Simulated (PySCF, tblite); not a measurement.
**C₅H₃F₄O radical: geometry, infrared bands and EPR parameters**

Aim: predict the infrared bands and EPR parameters of C₅H₃F₄O radical (`FC1=COC[C]1C(F)(F)F`).

Programs: tblite 0.8.0 and PySCF 2.14.0, with density-fitted response routines of our own. Each step states its level of theory. These are calculated values for one molecule in the gas phase, unless marked as measured. Atoms are numbered from 0 throughout.

## (1) Starting geometry

13 atoms, charge 0, multiplicity 2; geometry from: force field or distance geometry start.

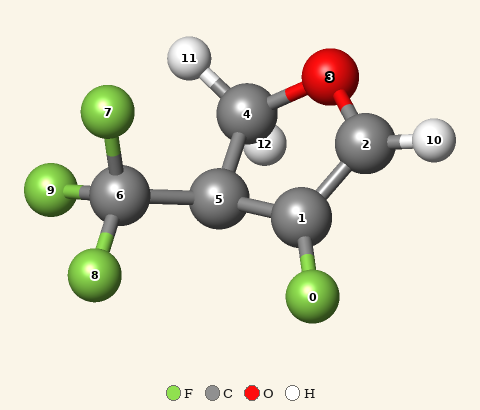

As it starts; fluorine green, carbon grey, oxygen red, hydrogen white, atoms numbered.

## (2) Optimising the geometry with GFN2-xTB

The job: settings as JSON, then the geometry in Å.

```
{"job": {"kind": "relax", "xc": "GFN2-xTB", "basis": "xTB"}, "charge": 0, "multiplicity": 2}
F      0.718000    -2.433500    -0.099000
C      0.775800    -1.054700    -0.059100
C      1.812600    -0.329300     0.390100
O      1.521100     1.032700     0.279700
C      0.332400     1.240200    -0.438900
C     -0.264800    -0.130900    -0.472400
C     -1.604800    -0.262000     0.119300
F     -1.592900     0.112200     1.472400
F     -2.149200    -1.523800     0.052100
F     -2.490900     0.584600    -0.532300
H      2.725400    -0.791700     0.763800
H     -0.311100     2.015800     0.003600
H      0.523900     1.540800    -1.496900
```

On the command line:

```sh
$ OMP_NUM_THREADS=1 python probes_run.py task.json out
```

This one command runs all jobs of the session in turn.

What it wrote:

```text
step      E/eV     max force
  0    -956.28301    2.188
  1    -956.55614    1.005
  2    -956.67226    0.790
  3    -956.72018    0.597
  4    -956.78107    0.506
  5    -956.80820    0.451
  6    -956.83289    0.457
  7    -956.85196    0.385
  8    -956.86728    0.314
  9    -956.87816    0.319
 10    -956.89003    0.406
 11    -956.90524    0.493
 12    -956.93018    0.556
 13    -956.97154    0.618
 14    -957.02428    0.736
 15    -957.06737    0.623
 16    -957.09961    0.498
 17    -957.11962    0.384
 18    -957.13788    0.463
 19    -957.15245    0.318
 20    -957.16378    0.253
 21    -957.17173    0.227
 22    -957.18039    0.248
 23    -957.18512    0.160
 24    -957.18718    0.101
 25    -957.18849    0.097
 26    -957.18993    0.093
 27    -957.19116    0.084
 28    -957.19201    0.076
 29    -957.19253    0.064
 30    -957.19295    0.054
 31    -957.19335    0.048
 32    -957.19373    0.047
 33    -957.19403    0.051
 34    -957.19434    0.039
 35    -957.19458    0.034
 36    -957.19472    0.030
 37    -957.19480    0.023
 38    -957.19487    0.020
 39    -957.19495    0.018
 40    -957.19504    0.019
 41    -957.19510    0.017
 42    -957.19515    0.016
 43    -957.19518    0.019
 44    -957.19521    0.017
 45    -957.19524    0.011
 46    -957.19526    0.011
 47    -957.19527    0.009
```

Wall time 0.31 s (1 thread of Intel Xeon at 2.60GHz, shared host); peak memory 0.18 GiB.

The steps of the relaxation: (not every step is listed)

| step | energy from step 0 (eV) | largest force (eV/Å) |
| --- | --- | --- |
| 0 | 0.0000 | 2.1879 |
| 1 | -0.2731 | 1.0052 |
| 2 | -0.3893 | 0.7898 |
| 3 | -0.4372 | 0.5971 |
| 4 | -0.4981 | 0.5057 |
| 5 | -0.5252 | 0.4507 |
| 6 | -0.5499 | 0.4573 |
| 7 | -0.5689 | 0.3848 |
| 8 | -0.5843 | 0.3144 |
| 11 | -0.6222 | 0.4926 |
| 14 | -0.7413 | 0.7357 |
| 17 | -0.8366 | 0.3844 |
| 20 | -0.8808 | 0.2534 |
| 23 | -0.9021 | 0.1604 |
| 26 | -0.9069 | 0.0933 |
| 29 | -0.9095 | 0.0637 |
| 32 | -0.9107 | 0.0466 |
| 35 | -0.9116 | 0.0337 |
| 38 | -0.9119 | 0.0203 |
| 41 | -0.9121 | 0.0171 |
| 42 | -0.9121 | 0.0159 |
| 43 | -0.9122 | 0.0191 |
| 44 | -0.9122 | 0.0168 |
| 45 | -0.9122 | 0.0106 |
| 46 | -0.9122 | 0.0114 |
| 47 | -0.9123 | 0.0091 |

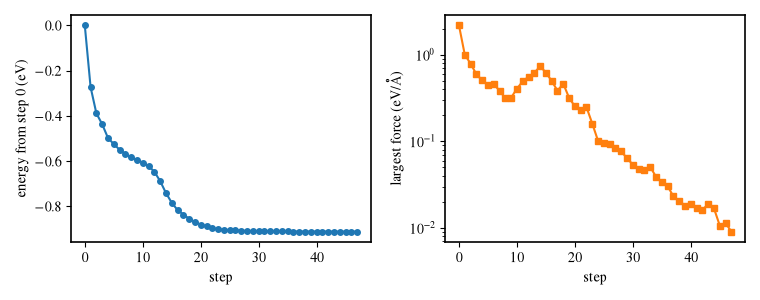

Energy and largest force along the relaxation.

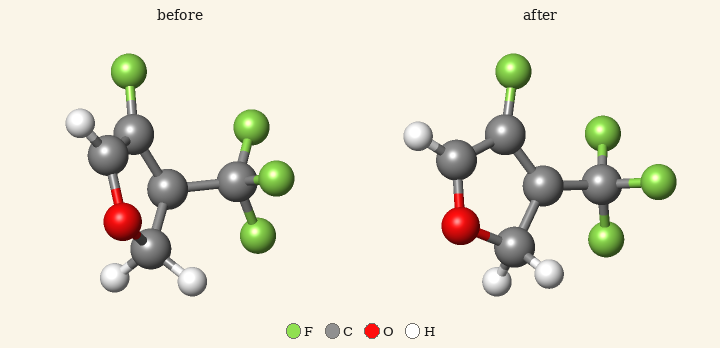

Before and after, at one scale.

Close pairs (by a distance rule), those that changed most:

| bond | before (Å) | after (Å) | change (Å) |
| --- | --- | --- | --- |
| C1–C5 | 1.452 | 1.388 | -0.063 |
| F0–C1 | 1.381 | 1.325 | -0.055 |
| C2–O3 | 1.397 | 1.347 | -0.050 |
| C6–F7 | 1.404 | 1.356 | -0.048 |
| C6–F8 | 1.376 | 1.335 | -0.041 |
| C6–F9 | 1.388 | 1.348 | -0.040 |
| C1–C2 | 1.343 | 1.380 | +0.038 |
| C2–H10 | 1.089 | 1.071 | -0.018 |

The next job starts from the end point, and lists it.

## (3) Harmonic vibrations with GFN2-xTB

The job: settings as JSON, then the geometry in Å.

```
{"job": {"kind": "ir", "xc": "GFN2-xTB", "basis": "xTB"}, "charge": 0, "multiplicity": 2}
F      0.617580    -2.285450     0.542893
C      0.752321    -1.002139     0.240952
C      1.961336    -0.347062     0.121596
O      1.782520     0.951564    -0.187861
C      0.390846     1.210579    -0.284720
C     -0.273582    -0.100162    -0.006591
C     -1.736013    -0.293855     0.030111
F     -2.275372    -0.017883     1.242996
F     -2.114456    -1.538379    -0.270365
F     -2.365540     0.530268    -0.831289
H      2.964513    -0.705208     0.234271
H      0.122195     1.995335     0.438833
H      0.169265     1.602879    -1.288554
```

What it wrote:

```text
mode    cm-1     km/mol
  1       7.7      0.53
  2      96.8      0.74
  3     124.9      1.58
  4     221.4      1.73
  5     282.0      0.86
  6     330.1     21.36
  7     342.0      6.80
  8     384.0      1.51
  9     446.1     20.09
 10     500.7      6.12
 11     532.8     11.86
 12     558.1     14.17
 13     629.0     16.24
 14     664.5     21.43
 15     681.5     13.33
 16     789.0     28.35
 17     939.9     12.92
 18     963.0    273.22
 19     979.2    105.12
 20    1019.9    209.54
 21    1065.1    141.40
 22    1095.8      1.95
 23    1119.4     13.77
 24    1139.8     26.39
 25    1179.3    232.56
 26    1266.5     50.00
 27    1312.3    172.25
 28    1422.4     26.18
 29    1452.0     31.27
 30    1560.1    154.45
 31    2833.5      3.23
 32    2883.1      3.87
 33    3180.6     10.03
```

Wall time 0.44 s (1 thread of Intel Xeon at 2.60GHz, shared host); peak memory 0.18 GiB.

Which atoms move in the most intense modes:

| cm⁻¹ | km/mol | atoms |
| --- | --- | --- |
| 963 | 273.2 | C6 47 %, F7 16 %, C4 14 % |
| 979 | 105.1 | C4 29 %, C6 21 %, O3 18 %, H10 15 % |
| 1020 | 209.5 | C6 43 %, F9 19 %, C5 11 % |
| 1065 | 141.4 | C6 61 %, F8 20 % |
| 1179 | 232.6 | C2 23 %, C4 12 %, H12 12 %, H10 11 % |
| 1266 | 50.0 | C5 20 %, C6 16 %, H12 13 %, H11 13 % |
| 1312 | 172.2 | C5 22 %, C4 21 %, C2 10 % |
| 1560 | 154.4 | C1 53 %, C5 21 %, C2 17 % |

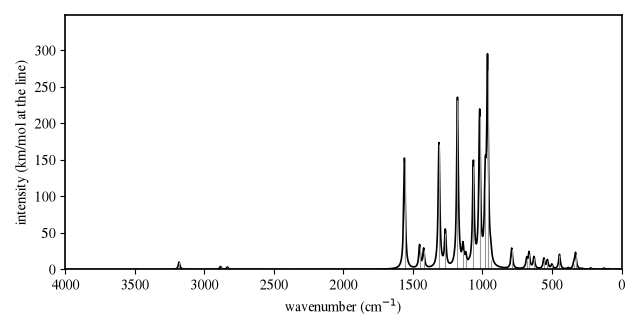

The infrared spectrum from these modes, unscaled. Lines are broadened to a width of 14 cm⁻¹ (Lorentzian).

## (4) EPR parameters: B3LYP/pcH-1

Settings changed since step 3:

```diff
@@ -1,2 +1,2 @@
-{"job": {"kind": "ir", "xc": "GFN2-xTB", "basis": "xTB"}, "charge": 0, "multiplicity": 2}
+{"job": {"kind": "epr", "basis": "pcH-1"}, "charge": 0, "multiplicity": 2}
 F      0.617580    -2.285450     0.542893
```

Method: UKS B3LYP, pcH-1 on C F H O, non-relativistic, mean-field spin-orbit, GIAO.

What it wrote:

```text
UKS, coarse grid
  cycle   1  E = -666.69643881  |g| = 7.86e-01
  cycle   2  E = -666.36636725  |g| = 1.31e+00
  cycle   3  E = -666.88183837  |g| = 1.46e-01
  cycle   4  E = -666.88873937  |g| = 7.64e-02
  cycle   5  E = -666.89118011  |g| = 1.52e-02
  cycle   6  E = -666.89129483  |g| = 6.35e-03
  cycle   7  E = -666.89132628  |g| = 2.91e-03
  cycle   8  E = -666.89133446  |g| = 1.94e-03
  cycle   9  E = -666.89133655  |g| = 3.23e-04
UKS, final grid
  cycle   1  E = -666.89137978  |g| = 4.59e-04
  cycle   2  E = -666.89137958  |g| = 8.01e-04
  cycle   3  E = -666.89137989  |g| = 6.12e-05
  cycle   4  E = -666.89137989  |g| = 2.57e-05
E = -666.89137989 Eh   <S^2> = 0.7678 (exact 0.7500)
g shifts (ppm)      1          2          3
  rmc          -192       -192       -192
  gc             -4         49         41
  oz_so         135        971       1935
  total         -61        827       1783
hyperfine (MHz)  atom isotope    a_iso     a_fc   dipolar eigenvalues
    0   19F     -22.31     -22.31    -48.28     15.59     32.69
    1   13C     -44.22     -44.22    -20.22      9.74     10.48
    2   13C      42.08      42.08    -44.92    -43.55     88.47
    3   17O     -19.39     -19.39    -57.24     27.36     29.88
    4   13C     -29.56     -29.56     -0.48     -0.33      0.81
    5   13C      47.63      47.63    -44.81    -43.17     87.98
    6   13C     -23.40     -23.40     -2.13      0.34      1.79
    7   19F     105.86     105.86    -47.50    -44.59     92.09
    8   19F      21.13      21.13    -17.51    -15.02     32.53
    9   19F      22.30      22.30    -17.42    -16.49     33.91
   10    1H     -38.87     -38.87    -21.71     -1.02     22.73
   11    1H     117.77     117.77     -3.58     -1.00      4.58
   12    1H     114.19     114.19     -3.62     -1.03      4.65
```

Run time: 65 s. Hardware: 1 thread of Intel Xeon at 2.60GHz, shared host; peak memory 0.96 GiB.

Principal g values 2.00226, 2.00315, 2.00410; g(iso) = 2.00317, against 2.00232 for a free electron.

Hyperfine couplings; where a row names several nuclei, a(iso) is their mean (it holds for fast rotation or exchange) and the dipolar term the largest among them:

| nuclei | isotope | a(iso) (MHz) | a(iso) (G, at g = 2.0023) | largest dipolar term (MHz) |
| --- | --- | --- | --- | --- |
| H11, H12 | 1H | 116.0 | 41.4 | 4.7 |
| F7, F8, F9 | 19F | 49.8 | 17.8 | 92.1 |
| C5 | 13C | 47.6 | 17.0 | 88.0 |
| C1 | 13C | -44.2 | -15.8 | -20.2 |
| C2 | 13C | 42.1 | 15.0 | 88.5 |
| H10 | 1H | -38.9 | -13.9 | 22.7 |
| C4 | 13C | -29.6 | -10.5 | 0.8 |
| C6 | 13C | -23.4 | -8.3 | -2.1 |
| F0 | 19F | -22.3 | -8.0 | -48.3 |
| O3 | 17O | -19.4 | -6.9 | -57.2 |

Mulliken spin populations:

F0 -0.01; C1 -0.15; C2 0.50; O3 0.12; C4 -0.06; C5 0.50; C6 -0.01; F7 0.02; F8 0.00; F9 0.01; H10 -0.02; H11 0.05; H12 0.05

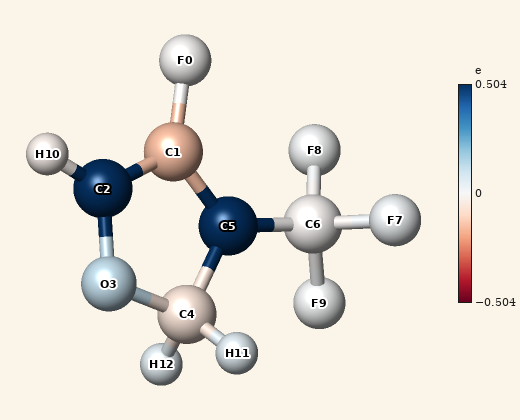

Mulliken spin populations, as colours on the atoms.

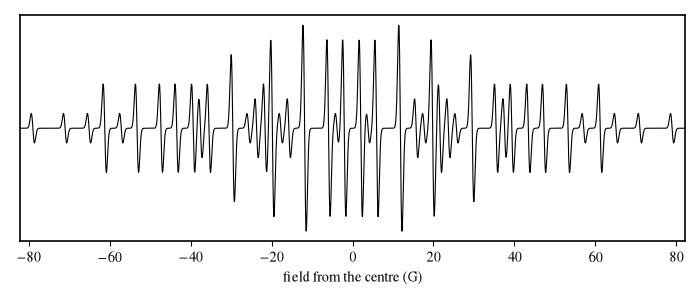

First-order isotropic spectrum (first derivative, main isotopes with spin only, couplings over 0.8 MHz, Gaussian width 0.4 G; couplings of the frozen geometry, rotation of groups not averaged beyond the rows shown).

The fields below are evaluated on a grid from the run's orbitals.

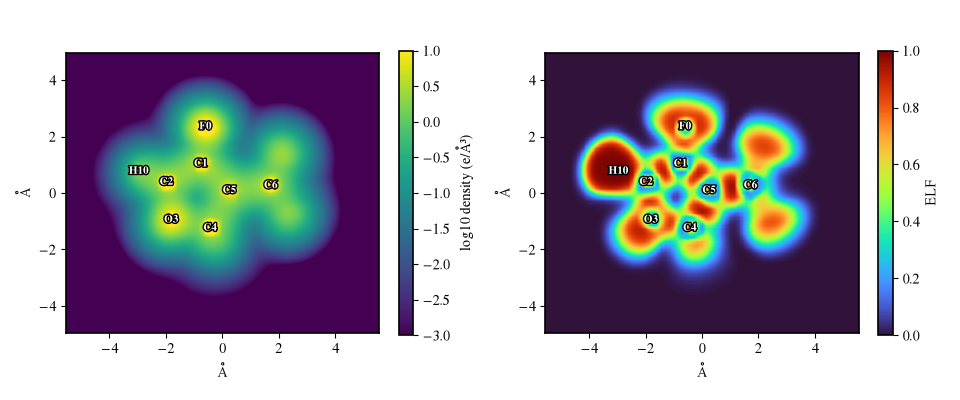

Density (left) and ELF (right) in a plane through or near 8 of the atoms.

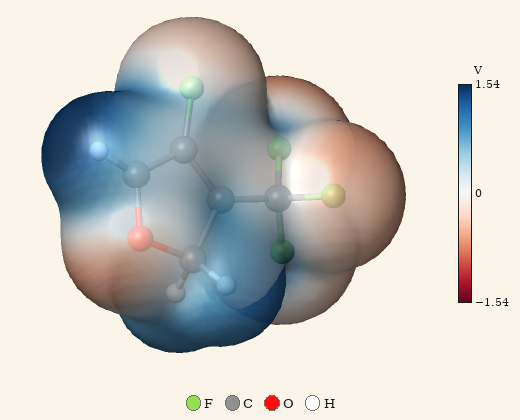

Electrostatic potential on the surface of density 0.002 e/bohr³; red is low, blue high. It runs from -0.68 V near F7 to 1.54 V near H10.

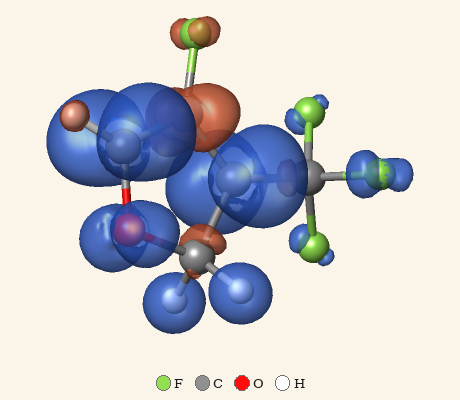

Spin density at ±0.02 e/Å³ (alpha excess blue, beta excess red).

## (5) What came out

| quantity | value |
| --- | --- |
| strongest single infrared mode (GFN2-xTB) | 963 cm⁻¹, 273 km/mol |
| zero-point energy (GFN2-xTB) | 45.8 kcal/mol |
| g(iso) (B3LYP) | 2.00317 |
| ⟨S²⟩ | 0.768 (exact 0.75) |
| largest a(iso) (averaged by class) | 1H on H11, H12, 116.0 MHz |
| potential on the surface of density 0.002 e/bohr³, 1st and 99th percentile | -0.68 V and 1.54 V |

Relaxing lowered the energy by 0.912 eV in 47 steps; the close pair that moved most is C1–C5, from 1.452 to 1.388 Å. All 33 modes are real, so the xTB geometry is a minimum. The strongest single mode, at 963 cm⁻¹, has its largest shares on C6, F7 and C4 (the list is cut at 3 atoms). Unscaled tight-binding wavenumbers are off by several per cent, some by more. Its intensities can rank the bands wrongly. The largest spin populations lie on C2 (0.50 e), C5 (0.50 e). The isotropic g lies 0.8 ppt above the free-electron value. These values are for one conformer; the search (at its own cheap level) found 1 more, at 0.09 kcal/mol, and measured spectra average over such forms.
